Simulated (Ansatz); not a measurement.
Consider BClH₂Si (SMILES [SiH]BCl).

Input

```
crystal:
  periodic: [false, false, false]
  atoms:
    - symbol: B
      position_ang: [-0.092140, -0.339517, -0.256991]
    - symbol: Cl
      position_ang: [-1.074761, -0.005157, 1.209774]
    - symbol: Si
      position_ang: [0.924327, -1.796906, 0.595646]
    - symbol: H
      position_ang: [1.907623, -0.701144, 1.036321]
    - symbol: H
      position_ang: [-0.318360, 0.305555, -1.245881]
basis:
  gaussian:
    orbitals: def2-TZVPD
hamiltonian:
  xc: {name: PBE0}
output: {forces: true, orbitals: {seedname: orbitals}}
```

Run with:

```sh
ansatz run input.yaml --threads 1 --pin off --max-ram 2610MiB --events-out events.jsonl --progress --plain --runs-dir runs
```

Geometry: PBE0-D3(BJ)/def2-SVP.

Level of theory: isolated molecule in a Gaussian basis; Kohn-Sham density functional theory, functional PBE0 (Ansatz 0.2.0).

Q: Predict the electron density and electron localisation function between the atoms.

A: B–Cl (1.80 Å): ρ is about 1.2 e/Å³ halfway; the ELF peaks at about 0.90 between the atoms, as expected for a polar covalent bond.
Si–B (1.97 Å): the density is about 0.82 e/Å³ at the midpoint; the ELF peaks at about 0.95 between the atoms, as expected for a shared electron pair.
B–H (1.20 Å): ρ is about 1.3 e/Å³ halfway; the ELF climbs to about 1 towards the hydrogen, as it does in any bond to H (a covalent bond by its length).

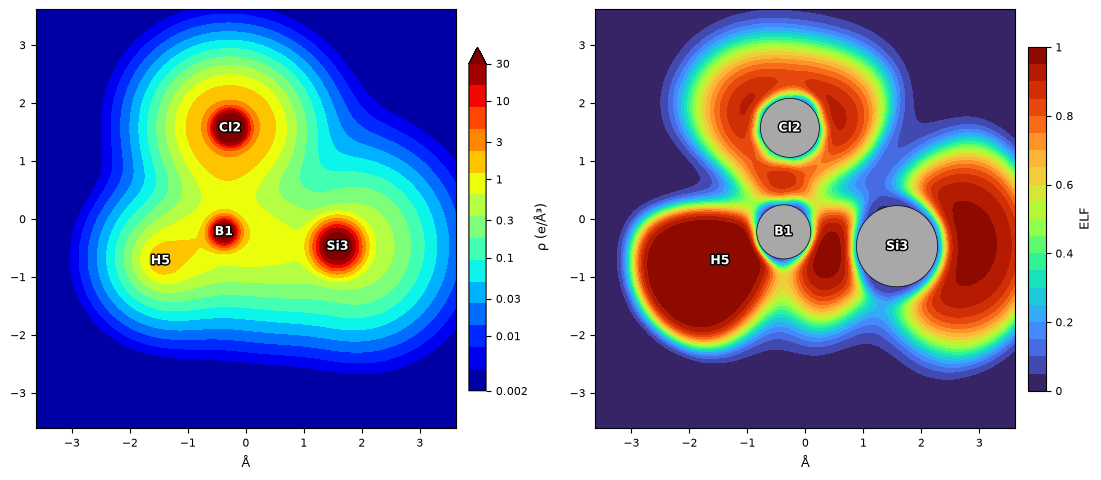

Computed electron density and electron localisation function on the plane of atoms Cl2, B1 and H5, in this order. Grey discs cover the atomic cores in the ELF map. 
